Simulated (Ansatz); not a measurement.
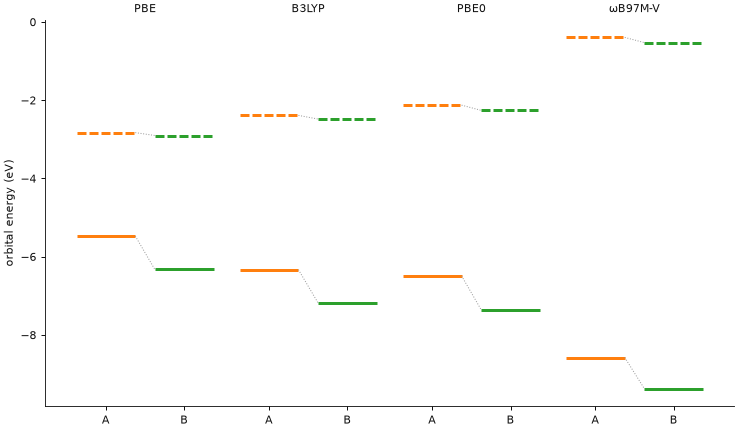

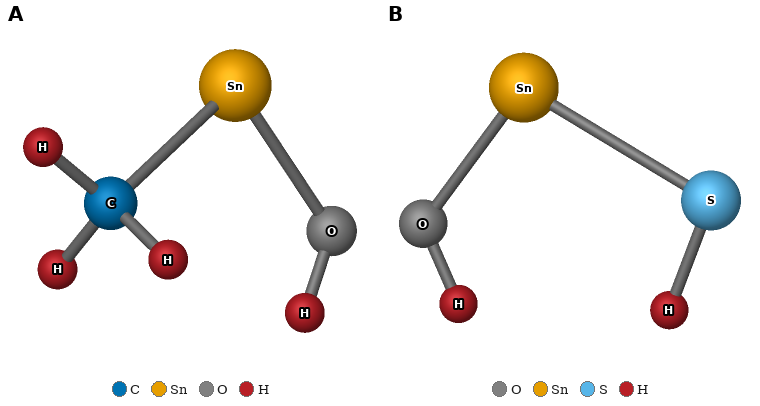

One change: A, CH₄OSn (SMILES [CH3][Sn][OH]), becomes B, SnH₂SO (SMILES [OH][Sn][SH]). CH₃ on Sn is replaced by SH. HOMO (solid) and LUMO (dashed) computed in def2-TZVPP at PBE0-D4/def2-TZVP geometries, both minima by their frequencies, gas phase, the Ansatz code 0.2.0.

Q: What does the change do to HOMO and LUMO?

A: PBE: the HOMO falls by 0.86 eV, the LUMO falls by 0.07 eV, and the separation goes from 2.64 to 3.42 eV. B3LYP: the HOMO falls by 0.85 eV, the LUMO falls by 0.09 eV, and the separation goes from 3.94 to 4.70 eV. PBE0: the HOMO falls by 0.87 eV, the LUMO falls by 0.13 eV, and the separation goes from 4.37 to 5.10 eV. ωB97M-V: the HOMO falls by 0.80 eV, the LUMO falls by 0.13 eV, and the separation goes from 8.18 to 8.85 eV.

Q: Do the functionals agree on the effect?

A: They agree on the direction for both levels; the HOMO shift lies between −0.87 and −0.80 eV and the LUMO shift between −0.13 and −0.07 eV, while the separations themselves differ by up to 5.5 eV between functionals.

Known limits of this run: core potentials past krypton; spin-orbit coupling is left out, and with Sn it can shift these values.
